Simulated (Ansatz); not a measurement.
# AsH3 (arsine): wB97X/cc-pVTZ

Aim: the vertical singlet–triplet gap of AsH3 (arsine) at wB97X/cc-pVTZ, from 2 runs. 

The calculation is run with Ansatz 0.2.0.

35 further runs of the same task are left out: 1 that didn't finish, 34 set aside as unsound or not needed.

## Step 1: The system as given

The species is AsH3 (4 atoms), meant as a singlet with charge 0. As SMILES, `[AsH3]`. The coordinates come from a PBE0-D4/def2-TZVP relaxation.

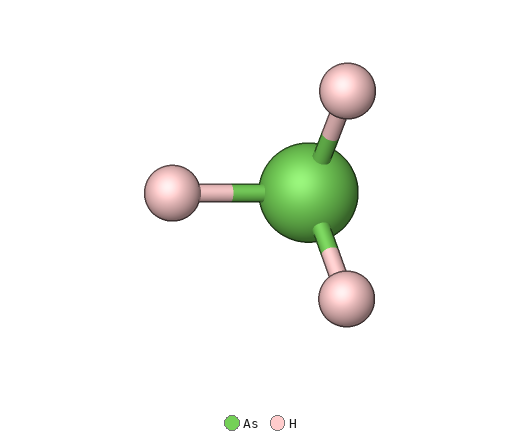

Viewed from a chosen angle; arsenic green, hydrogen pink.

## Step 2: The energy at wB97X/cc-pVTZ

File in.yaml:

```yaml
crystal:
  periodic: [false, false, false]
  atoms:
    - {symbol: As, position_ang: [-0.215800, 0.487600, -0.346000]}
    - {symbol: H, position_ang: [0.349900, 0.630300, 1.059400]}
    - {symbol: H, position_ang: [-1.068000, -0.705500, 0.061100]}
    - {symbol: H, position_ang: [0.933900, -0.412500, -0.774500]}
basis:
  gaussian: {orbitals: cc-pVTZ}
hamiltonian: {xc: {name: wB97X}}
accuracy: high
output: {orbitals: {seedname: orbitals}}
```

The run is started by

```
$ ansatz run in.yaml --threads 1 --pin off --max-ram 3480MiB --events-out events.jsonl --progress --plain --runs-dir runs
```

What it wrote:

```text
Warning: RAYON_NUM_THREADS=1 ignored (pool sized by the plan → 1); use --threads N
Functional definition: wB97X
  name "wB97X"
  parameter omega = 0.3/bohr
  parameter cx = 0.157706
  parameter cx1 = 0.726479
  parameter cx2 = 1.04760
  parameter cx3 = -5.70635
  parameter cx4 = 13.2794
  parameter css1 = -4.33879
  parameter css2 = 18.2308
  parameter css3 = -31.7430
  parameter css4 = 17.2901
  parameter cos1 = 2.37031
  parameter cos2 = -11.3995
  parameter cos3 = 6.58405
  parameter cos4 = -3.78132
  exchange = spin_sum(e_x_unif_sr(omega)*poly(b97_u_x, 1 - cx, cx1, cx2, cx3, cx4)) + cx*exact_x_sr(omega)
      + exact_x_lr(omega)
  correlation = spin_sum(e_c_pw_same_spin*poly(b97_u_same, 1, css1, css2, css3, css4))
      + integral(e_c_pw_opposite_spin*poly(b97_u_opposite, 1, cos1, cos2, cos3, cos4))
1362 factors; integrals over basis functions are off by at most 4.0e-9 eV
246 factors; integrals over basis functions are off by at most 1.4e-9 eV
mean field evaluation 1: about -60891.8852 eV, gradient 8.1e0 eV
mean field evaluation 2: about -60892.0338 eV, gradient 3.6e0 eV
mean field evaluation 4: about -60892.0512 eV, gradient 1.0e0 eV
mean field evaluation 8: about -60892.0693 eV, gradient 5.2e-2 eV
mean field evaluation 16: about -60892.0693 eV, gradient 2.1e-6 eV
mean field -60892.06928823 eV, -2237.7422722155 hartree, gradient 3.9e-8 eV, S^2 0.000000; 0 other end points of the search recorded, 0 dependent functions left out
reference -60892.06928585 eV, -2237.7422721279 hartree; 18, 18 occupied and 67, 67 virtual orbitals, 1362 factors
Total energy: -60892.06928585 eV, -2237.7422721279 hartree
```

Wall time 15 s (1 thread of Intel Xeon Platinum 8175M at 2.50GHz (Skylake/Cascade Lake), shared host); peak memory 0.32 GiB.

## Step 3: The triplet, same level

File run.yaml:

```yaml
crystal:
  periodic: [false, false, false]
  atoms:
    - symbol: As
      position_ang: [-0.215800, 0.487600, -0.346000]
    - symbol: H
      position_ang: [0.349900, 0.630300, 1.059400]
    - symbol: H
      position_ang: [-1.068000, -0.705500, 0.061100]
    - symbol: H
      position_ang: [0.933900, -0.412500, -0.774500]
basis:
  gaussian:
    orbitals: cc-pVTZ
magnetization:
  spin_polarized: true
  initial_magnetization: 2
hamiltonian:
  xc: {name: wB97X}
accuracy: high
output:
  orbitals: {seedname: orbitals}
```

The run is started by

```
$ ansatz run run.yaml --threads 1 --pin off --max-ram 3480MiB --events-out events.jsonl --progress --plain --runs-dir runs
```

What it wrote, shortened:

```text
Warning: RAYON_NUM_THREADS=1 ignored (pool sized by the plan → 1); use --threads N
[... 2 set-up lines as earlier in the session ...]
[...]
      + exact_x_lr(omega)
[...]
      + integral(e_c_pw_opposite_spin*poly(b97_u_opposite, 1, cos1, cos2, cos3, cos4))
1362 factors; integrals over basis functions are off by at most 4.0e-9 eV
246 factors; integrals over basis functions are off by at most 1.4e-9 eV
[...]
mean field -60885.83648047 eV, -2237.5132207550 hartree, gradient 2.5e-8 eV, S^2 2.004308; 8 other end points of the search recorded, 0 dependent functions left out
reference -60885.83647918 eV, -2237.5132207076 hartree; 19, 17 occupied and 66, 68 virtual orbitals, 1362 factors
Total energy: -60885.83647918 eV, -2237.5132207076 hartree
```

Run time: 3.5 min. Hardware: 1 thread of Intel Xeon Platinum 8175M at 2.50GHz (Skylake/Cascade Lake), shared host; peak memory 0.52 GiB.

## Step 4: Results

Level: wB97X/cc-pVTZ.

| quantity | value |
| --- | --- |
| singlet: total energy | -2237.74227 Eh |
| singlet: HOMO energy | -10.12 eV |
| singlet: LUMO energy | 2.62 eV |
| singlet: HOMO–LUMO gap | 12.74 eV |
| triplet: total energy | -2237.51322 Eh |
| triplet: HOMO energy (highest over α and β) | -4.13 eV |
| triplet: LUMO energy (lowest over α and β) | -3.98 eV |
| triplet: ⟨S²⟩ | 2.004 |
| vertical energy of the triplet above the singlet | 6.233 eV |

In words: At this shape the triplet lies 6.23 eV (144 kcal/mol) above the singlet.
